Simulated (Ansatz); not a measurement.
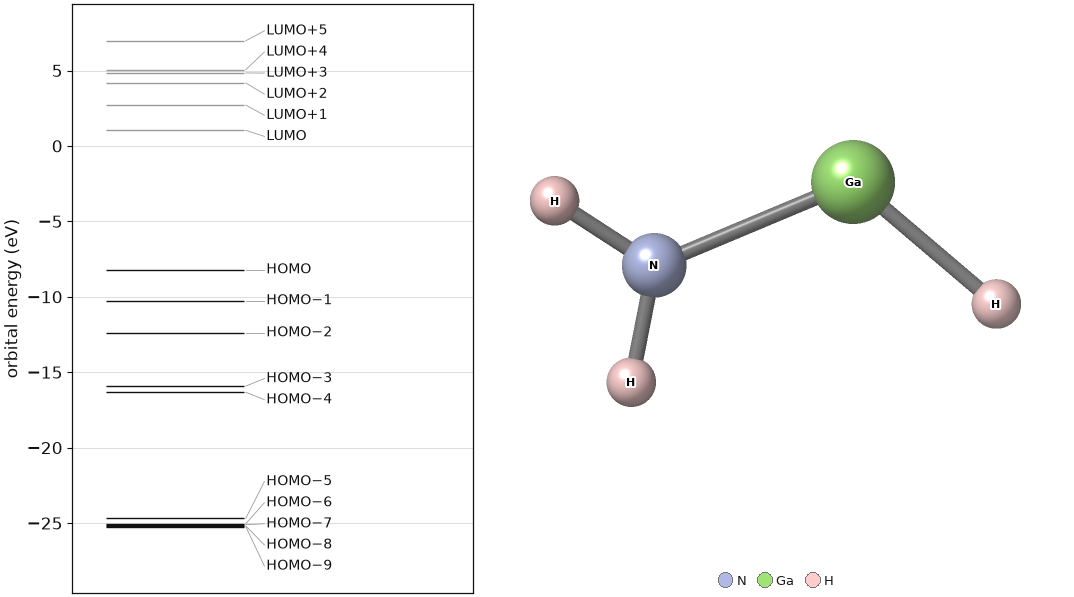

GaNH₃, SMILES [NH2][GaH], doublet. Kohn-Sham orbital energies near the frontier (alpha spin), LC-wPBE/def2-TZVPP, the Ansatz code, at a PBE0-D4/def2-TZVP geometry (a minimum by its frequencies), isolated molecule; empty levels in grey, levels within 0.03 eV side by side.

> Where do the highest filled and lowest empty alpha orbitals lie?

HOMO at −8.20 eV, LUMO at 1.03 eV, 9.24 eV apart.

> And the beta frontier levels?

Beta HOMO −10.26 eV, beta LUMO 0.02 eV.

> List the levels.

```
orbital  energy (eV)
 LUMO+5         6.97
 LUMO+4         5.06
 LUMO+3         4.84
 LUMO+2         4.18
 LUMO+1         2.71
   LUMO         1.03
   HOMO        −8.20
 HOMO−1       −10.25
 HOMO−2       −12.38
 HOMO−3       −15.92
 HOMO−4       −16.33
 HOMO−5       −24.69
 HOMO−6       −25.04
 HOMO−7       −25.10
 HOMO−8       −25.19
 HOMO−9       −25.23
```

Known limits of this run: no scalar relativity up to krypton; empty levels above zero depend strongly on the basis.
